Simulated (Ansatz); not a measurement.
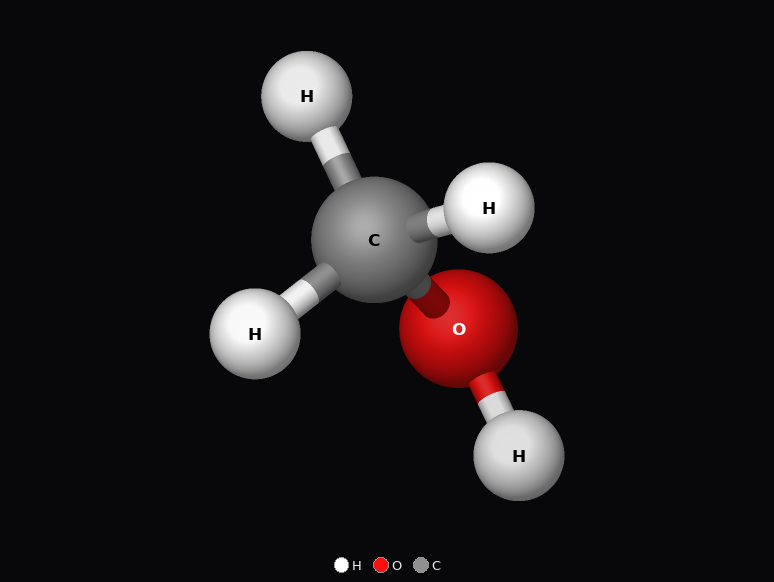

Ball-and-stick drawing of a structure. Every bond is drawn as one stick, whatever its order.

> Count the atoms of each element.

CH4O, 6 atoms: 1 carbon, 4 hydrogen and 1 oxygen.

> What is the point group of this geometry?

Cs.

> How many atoms are distinct by symmetry?

5: 1 H, 1 O, 1 C, 2 H, 1 H.

> How many bonds of each kind are drawn?

3 C–H, 1 O–H, 1 C–O. Sticks follow a distance rule.

More results for the same structure follow; atom numbers are the same in all pictures, views and colours differ. Computed geometry: PBE0-D4/def2-TZVP optimisation.

**Electronic properties**

Properties computed with RKS PBE0-D4/def2-TZVPP (Ansatz 0.2.0).

Predict the main results.

- HOMO energy (Kohn–Sham orbital): −7.89 eV
- LUMO energy (Kohn–Sham orbital): 1.10 eV
- HOMO–LUMO gap: 8.99 eV

**Dipole moment**

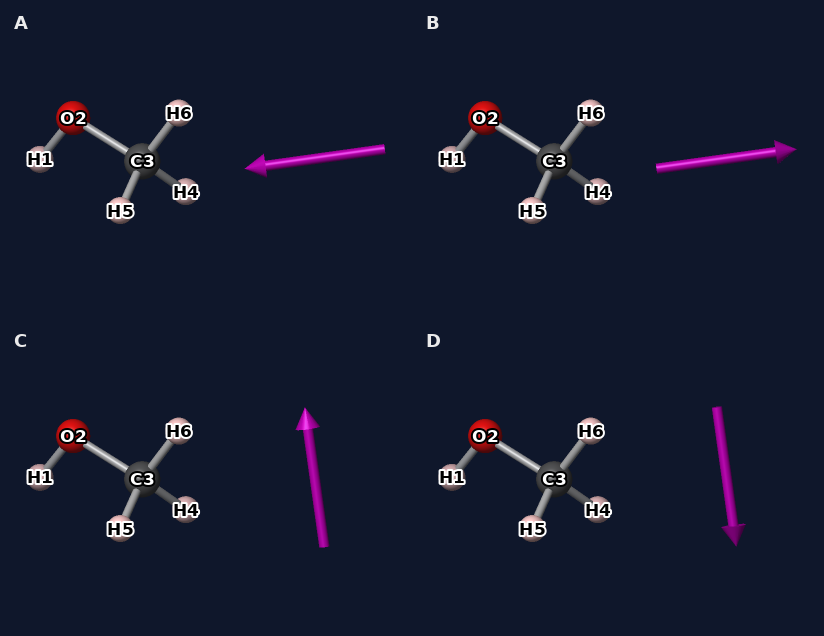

The same molecule four times, each with an arrow. Method: RKS PBE0-D4/def2-TZVP (Ansatz 0.2.0).

> Which arrow points along the dipole moment, from the negative to the positive end?

D. The dipole moment is 1.67 D; it points from the side of O2, H6 to the side of H4, H5 (the outermost atoms at the two ends).

**Vibrations**

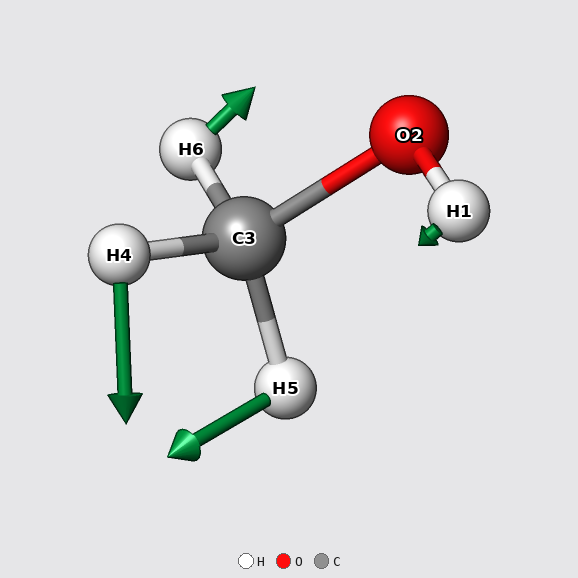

The arrows show one normal mode. Harmonic vibrations computed with RKS PBE0-D4/def2-TZVP (Ansatz 0.2.0) at a stationary point of the same level.

> Describe the motion.

Mostly H–C–H bending.

> Estimate its harmonic wavenumber.

1506 cm⁻¹; it is mode 8 of 12 counted from the lowest.

**Charges**

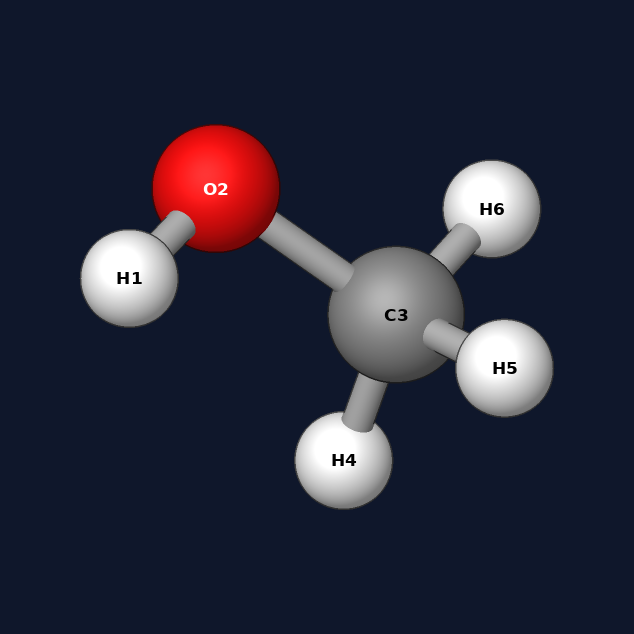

The questions are on Mulliken charges. Method: RKS PBE0-D4/def2-TZVP (Ansatz 0.2.0).

> Which atom carries the highest charge (most positive or least negative)?

H1 (0.31 e).

> And the lowest?

O2 (−0.46 e).

Give the Mulliken charges atom by atom.

```json
{"atom": "H1", "value (e)": "0.31"}
{"atom": "O2", "value (e)": "−0.46"}
{"atom": "C3", "value (e)": "−0.19"}
{"atom": "H4", "value (e)": "0.11"}
{"atom": "H5", "value (e)": "0.11"}
{"atom": "H6", "value (e)": "0.13"}
```

Mulliken values depend strongly on the basis set and can even reverse the polarity of a bond.
